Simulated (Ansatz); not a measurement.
# How fast states decay through PbCl2F2, part 3 of 3

Aim: relax a made-up compound, PbCl2F2, and see how good a tunnel barrier it would be. It is built by putting Cl for part of the F in the PbF4 structure of space group I4/mmm, with the volume rescaled by atomic radii. The parent structure comes from the Materials Project.

Ansatz 0.2.0; PBE DFT, plane waves, PAW files (the session's first sound run).

So far, decay constant at the filling level, zone centre (Å⁻¹): step 4 (decaying states in the gap, plane (110)) 0.0960; step 5 (plane (001)) 0.179.

The structure was built from a prototype and need not be the compound's stable phase.

## (6) Band edges at another level, cutoff 500 eV

This step: r2SCAN DFT, plane waves, PAW files (Ansatz 0.2.0).

The edges again with r2SCAN, at the same atoms. Against that run the cutoff is 500 eV against 420.

Input file input.yaml:

```yaml
crystal:
  lattice:
    - [-2.6315441527, 2.6315441527, 4.7225819062]
    - [2.6315441527, -2.6315441527, 4.7225819062]
    - [2.6315441527, 2.6315441527, -4.7225819062]
  atoms:
    - { symbol: Pb, position: [0.0, 0.0, 0.0] }
    - { symbol: F, position: [0.7865052249, 0.7865052249, 0.0] }
    - { symbol: Cl, position: [0.5, 0.0, 0.5] }
    - { symbol: Cl, position: [0.0, 0.5, 0.5] }
    - { symbol: F, position: [0.2134947751, 0.2134947751, 0.0] }
kpoints:
  mp_grid: { grid: [8, 8, 8] }
  band_path: { path: [VBM, CBM], npoints: 30 }
scf:
  occupations: { method: fixed }
hamiltonian:
  xc: r2scan
output:
  eigenvalues: true
```

Command:

```console
$ ansatz run input.yaml --threads 2 --pin off --max-ram 4096MiB --backend cpu --events-out ev --progress --plain --runs-dir out
```

Numbers of over 12 decimals in the logs are rounded to 6 here.

What it wrote:

```text
[...]
Crystal: 5 atoms, lattice volume = 130.816 Å³
Basis set: ecut = 500 eV, 3329 PW (Γ), exchange–correlation on 180×180×180 points (64 copies of the dense FFT grid, shifted against one another)
Bands: 26, of which v1, the nominal top of the filled ones, is band 21 counted from 1 (20 counted from 0)
Symmetry: 16 space group operations
[...]
k-points: 59 of 512
[...]
SCF iter   1: F=—  HF=-15707.624816 eV  |F-HF|=—  |Δ(HF+E_count)|=         —  Δρ=7.08e-3  dr2=5.65e-2  dr2_τ=6.96e-2  ethr=1.77e-3  ⟨swp⟩=5.0  Hψ=6543  notcnv=0  defer=147
[...]
SCF iter   8: F=-15707.653075 eV  HF=-15707.653075 eV  |F-HF|=2.36e-9  |Δ(HF+E_count)|=   1.63e-7  Δρ=3.81e-6  dr2=1.83e-8  dr2_τ=9.08e-10  ethr=2.38e-10  ⟨swp⟩=10.9  Hψ=7178  notcnv=0
SCF 1 converged in 8 iterations: F = -15707.653075 eV  dr2 = 1.83e-8
[...]
SCF converged after 8 iterations
Free energy (F): -15707.653075 eV
[...]
Internal energy: -15707.653075 eV  (E = F + TS)
E sigma→0 (E₀):  -15707.653075 eV
Fermi energy:    -0.179673 eV
[...]
--- Band table (eV; the first three rows and the last of 59) ---
  k-point 0: bands = [... 17 lower, -0.8919, -0.8085, -0.7457, -0.7457, 0.2684, 8.0339, 9.7540, 10.1958, ... 1 higher]
  k-point 1: bands = [... 17 lower, -0.9767, -0.8663, -0.7826, -0.6833, 0.5735, 8.2586, 9.1604, 9.2935, ... 1 higher]
  k-point 2: bands = [... 17 lower, -1.3488, -0.7989, -0.7263, -0.5171, 1.3325, 7.5382, 7.8717, 8.3651, ... 1 higher]
  k-point 58: bands = [... 17 lower, -1.3326, -0.7509, -0.7509, -0.6214, 0.2910, 9.0568, 9.3206, 10.0259, ... 1 higher]
```

Run time: 23 s. Hardware: 2 threads of Arm Neoverse V2, shared host; peak memory 0.79 GiB.

Numbers from this step:

```yaml
free_energy: -15707.6531 eV
fermi_energy: -0.1797 eV
gap_on_the_k_mesh: 0.4480 eV
gap_on_path: 0.4480 eV, by band count; negative where bands overlap
direct_gap_on_path: 1.014 eV
```

The electronic bands at the labelled points (eV, zero at the Fermi level (highest filled level under fixed occupations); v1 is the highest filled band, c1 the lowest empty one):

```
point     v4     v3     v2     v1    c1    c2    c3     c4
  VBM  -1.15  -0.51  -0.48   0.00  3.58  5.41  5.46   7.59
  CBM  -0.71  -0.63  -0.57  -0.57  0.45  8.21  9.93  10.38
```

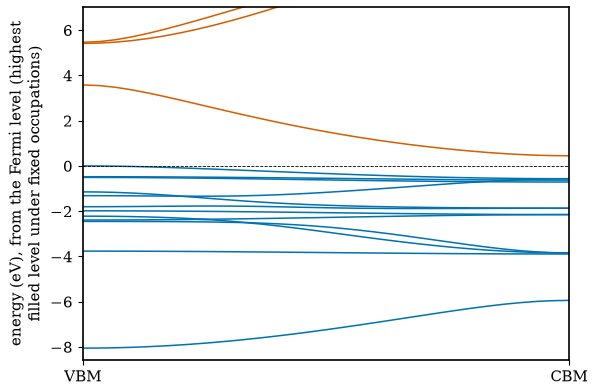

Electronic bands along the path; lines of filled and empty bands in two colours.

The searched edges give 0.448 eV, as on the mesh.

## (7) Complex bands at another level, cutoff 500 eV

This step: r2SCAN DFT, plane waves, PAW files; complex bands by layer matching along the plane's normal (Ansatz 0.2.0).

The complex bands at that level, over its own gap, at (0, 0) and (0.4948, 0.4948).

Input file input.yaml:

```yaml
crystal:
  lattice:
    - [6.012722272, 0.0, 0.0]
    - [1.40580759, 5.846069974, 0.0]
    - [2.303457341, -2.923034987, 3.721565431]
  atoms:
    - { symbol: Pb, position: [0.0, 0.0, 0.0] }
    - { symbol: F, position: [0.7865052249, 0.7865052249, 0.0] }
    - { symbol: Cl, position: [0.0, 0.0, 0.5] }
    - { symbol: Cl, position: [0.5, 0.5, 0.5] }
    - { symbol: F, position: [0.2134947751, 0.2134947751, 0.0] }
kpoints:
  mp_grid: { grid: [6, 6, 6] }
scf:
  occupations: { method: fixed }
hamiltonian:
  xc: r2scan
output:
  eigenvalues: true
  transmission:
    leads: [[0, 0]]
    kpoints: [[0.0, 0.0], [0.4948, 0.4948]]
    e_range: [-1.0, 1.45]
    de: 0.05
```

What it wrote:

```text
[...]
Crystal: 5 atoms, lattice volume = 130.816 Å³
Basis set: ecut = 500 eV, 3329 PW (Γ), exchange–correlation on 180×180×160 points (64 copies of the dense FFT grid, shifted against one another)
Bands: 26, of which v1, the nominal top of the filled ones, is band 21 counted from 1 (20 counted from 0)
Symmetry: 16 space group operations
[...]
k-points: 30 of 216
[...]
SCF iter   1: F=—  HF=-15707.624833 eV  |F-HF|=—  |Δ(HF+E_count)|=         —  Δρ=7.08e-3  dr2=5.65e-2  dr2_τ=6.96e-2  ethr=1.77e-3  ⟨swp⟩=5.0  Hψ=3304  notcnv=0  defer=75
[...]
SCF iter   8: F=-15707.653064 eV  HF=-15707.653064 eV  |F-HF|=2.37e-9  |Δ(HF+E_count)|=   1.61e-7  Δρ=3.81e-6  dr2=1.83e-8  dr2_τ=9.23e-10  ethr=2.38e-10  ⟨swp⟩=10.9  Hψ=3653  notcnv=0
SCF 1 converged in 8 iterations: F = -15707.653064 eV  dr2 = 1.83e-8
[...]
transmission: 5 of 10 steps passed
transmission: 10 of 10 steps passed
SCF converged after 8 iterations
Free energy (F): -15707.653064 eV
[...]
Internal energy: -15707.653064 eV  (E = F + TS)
E sigma→0 (E₀):  -15707.653064 eV
Fermi energy:    -0.179651 eV
[...]
--- Band table (eV; the first three rows and the last of 30) ---
  k-point 0: bands = [... 17 lower, -0.8918, -0.8085, -0.7457, -0.7457, 0.2683, 8.0339, 9.7540, 10.1958, ... 1 higher]
  k-point 1: bands = [... 17 lower, -1.1049, -0.8474, -0.7653, -0.6372, 0.7803, 8.3973, 8.7398, 8.8368, ... 1 higher]
  k-point 2: bands = [... 17 lower, -1.5001, -0.7460, -0.6906, -0.3760, 2.0659, 6.4074, 6.8615, 7.8492, ... 1 higher]
  k-point 29: bands = [... 17 lower, -1.3326, -0.7509, -0.7509, -0.6214, 0.2909, 9.0568, 9.3206, 10.0259, ... 1 higher]
--- Transmission ---
  basis      : 361 plane waves across, 5 finite elements along
  points     : 2, as listed
[...]
crystal 0  : Pb1F2Cl2, at the sites [0, 0], period 3.7216 Å: whole cells are its period
[...]
channels       : 0.000000e0 a spin
[...]
slowest decay  : 0.1592 /Å at (0.0000, 0.0000)
```

It took 89 s on 2 threads; peak memory 1.4 GiB; 3 min of CPU time.

This step gave:

```
level to which the leads are filled                       : 0.2240 eV from the Fermi level
decay constant at the filling level, zone centre          : 0.1592 Å⁻¹
decay constant at the filling level, slowest listed point : 0.1592 Å⁻¹
```

K parallel (0, 0); values up to 1.5 1/Å, a degenerate pair printed once or twice; energies at which all values exceed this have no row. Table of Im kz of the slowest decaying states by energy, zero at the highest filled level on the SCF mesh:

```
energy (eV)  decay 1 (Å⁻¹)  decay 2 (Å⁻¹)  decay 3 (Å⁻¹)  decay 4 (Å⁻¹)
    -1.0000          0.136          0.399          0.511          0.526
    -0.7500          0.215          0.248          0.345          0.376
    -0.5000         0.0962          0.101          0.271          0.694
    -0.2500          0.178          0.326          0.455          0.667
     0.0000        0.00581          0.188          0.397          0.562
     0.2500          0.146          0.217          0.472          0.622
     0.5000          0.264          0.534          0.662          0.667
     0.7500          0.288          0.581          0.653          0.689
     1.0000          0.303          0.617          0.644          0.708
     1.2500          0.313          0.640          0.646          0.722
```

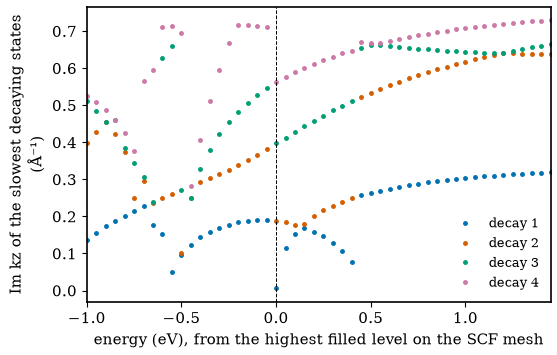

Im kz of the slowest decaying states, plotted against energy.

K parallel (0, 0). Table of Re kz of states that move upwards by energy, zero at the highest filled level on the SCF mesh:

```
energy (eV)  channel 1 (Å⁻¹)  channel 2 (Å⁻¹)  channel 3 (Å⁻¹)
     -1.000           -0.322                -                -
     -0.800           -0.213                -                -
     -0.600          -0.0727            0.224            0.473
     -0.400            0.353                -                -
     -0.200            0.559                -                -
      0.000                -                -                -
      0.200                -                -                -
      0.400                -                -                -
      0.600            0.145                -                -
      0.800            0.229                -                -
      1.000            0.294                -                -
      1.200            0.349                -                -
      1.400            0.397                -                -
```

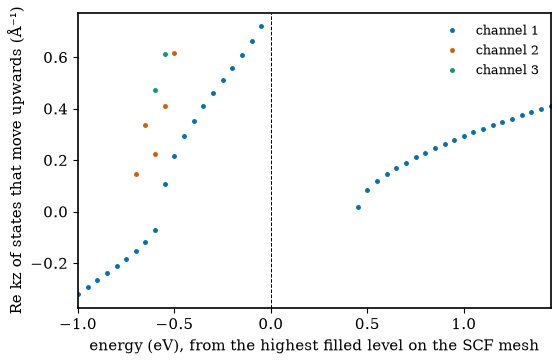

Re kz of states that move upwards, plotted against energy.

K parallel (0.4948, 0.4948); values up to 1.5 1/Å, a degenerate pair printed once or twice; energies at which all values exceed this have no row. The Im kz of the slowest decaying states by energy, zero at the highest filled level on the SCF mesh:

```
energy (eV)  decay 1 (Å⁻¹)  decay 2 (Å⁻¹)  decay 3 (Å⁻¹)  decay 4 (Å⁻¹)
    -1.0000          0.134          0.482          0.654           1.01
    -0.7500          0.211          0.325          0.789          0.807
    -0.5000          0.141          0.262          0.602          0.910
    -0.2500          0.269          0.310          0.311          0.486
     0.0000         0.0062          0.285          0.370          0.425
     0.2500          0.205          0.229          0.443          0.455
     0.5000          0.275          0.483          0.507          0.548
     0.7500          0.298          0.508          0.557          0.585
     1.0000          0.312          0.529          0.596          0.613
     1.2500          0.322          0.546          0.626          0.635
```

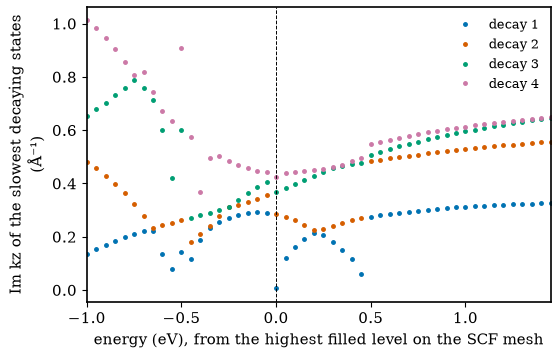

Im kz of the slowest decaying states, plotted against energy.

K parallel (0.4948, 0.4948). The Re kz of states that move upwards by energy, zero at the highest filled level on the SCF mesh:

```
energy (eV)  channel 1 (Å⁻¹)  channel 2 (Å⁻¹)  channel 3 (Å⁻¹)
     -1.000           -0.424            0.242                -
     -0.800           -0.283            0.412                -
     -0.600          -0.0928            0.595                -
     -0.400            0.346                -                -
     -0.200            0.547                -                -
      0.000                -                -                -
      0.200                -                -                -
      0.400                -                -                -
      0.600            0.157                -                -
      0.800            0.249                -                -
      1.000            0.313                -                -
      1.200            0.366                -                -
      1.400            0.412                -                -
```

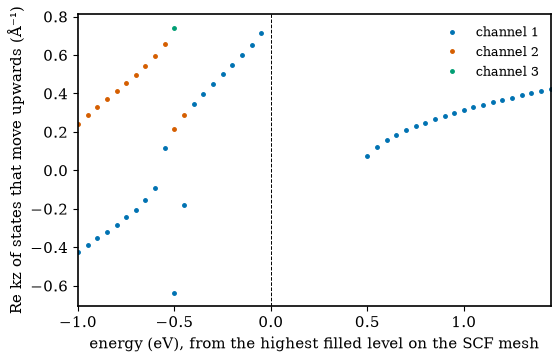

Re kz of states that move upwards, plotted against energy.

At the listed wavevectors the last open channel is at -0.05 eV and the next at +0.45 eV on the grid. At +0.20 eV, the grid energy nearest the filling level (the middle of the gap on the SCF mesh), the slowest state at the listed wavevectors decays with κ = 0.159 Å⁻¹, its amplitude falling by e over 6.3 Å; the first such run, plane (110), gave 0.0961 Å⁻¹.

## (8) Results

```
band gap                                         : 0.188 eV
least decay constant at mid-gap, normal to (110) : 0.0961 Å⁻¹
least decay constant at mid-gap, normal to (001) : 0.179 Å⁻¹
least decay constant, r2SCAN                     : 0.159 Å⁻¹
```

In words: With PBE, the slowest decay at the wavevectors tried is κ = 0.0961 Å⁻¹, normal to (110). Through such a film the transmission near mid-gap falls as exp(−2κd), a factor of ten every 12 Å. The decay depends on direction: 1.9 times faster normal to (001). A free electron under a barrier of half the gap would need a mass of 0.37 mₑ to decay at this rate. With r2SCAN the gap goes from 0.188 to 0.448 eV and the decay constant, over the first 2 listed wavevectors (which shift with the band edges), from 0.0961 to 0.159 Å⁻¹. The compound is made up by substitution; its stability against other phases and against distortions of the cell's symmetry was not tested. A semilocal functional narrows gaps, while spin-orbit coupling, left out here, narrows them in compounds of heavy elements, so the error in κ can go either way.

[Logs are printed without paths, hosts, clocks, repeated set-up lines and the standing remarks that a program may print on its own settings, such as how far it seeks lower states.]

[Hosts, paths, dates, database ids (printed as entryN), source tags and the programs' standing remarks are cut or masked in the printed files.]

[New means built here by substitution; the compound itself may be known and measured.]
